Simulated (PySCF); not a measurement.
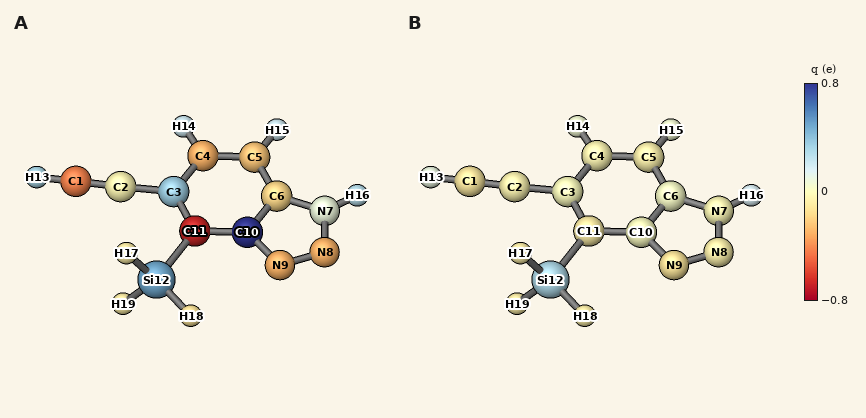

Atomic charges of one calculation by 2 schemes, on one colour scale. Computed geometry: GFN2-xTB optimisation. No frequency run is at hand to confirm it as a minimum. Level of theory: PBE0/pcSseg-1 (PySCF 2.14.0).

The schemes are ESP-fitted, Hirshfeld. Which panel shows which?

A ESP-fitted, B Hirshfeld.

List the charges (e), one line for each set of equivalent atoms. Atoms whose distances differ by more than 0.02 Å in this geometry are listed apart.

```tsv
atom	ESP-fitted	Hirshfeld
C1	−0.42	−0.10
C2	−0.03	−0.04
C3	0.35	0.00
C4	−0.30	−0.04
C5	−0.24	−0.06
C6	−0.18	0.03
N7	0.08	−0.02
N8	−0.30	−0.06
N9	−0.30	−0.12
C10	0.80	0.01
C11	−0.66	−0.08
Si12	0.49	0.31
H13	0.31	0.10
H14	0.20	0.06
H15	0.21	0.06
H16	0.27	0.17
H17	−0.08	−0.07
H18	−0.12	−0.07
H19	−0.08	−0.07
```

The geometry is semi-empirical. Around Si such bond lengths and angles can be off by a tenth of an ångström or more and by several degrees, and values that hang on the shape move with them.
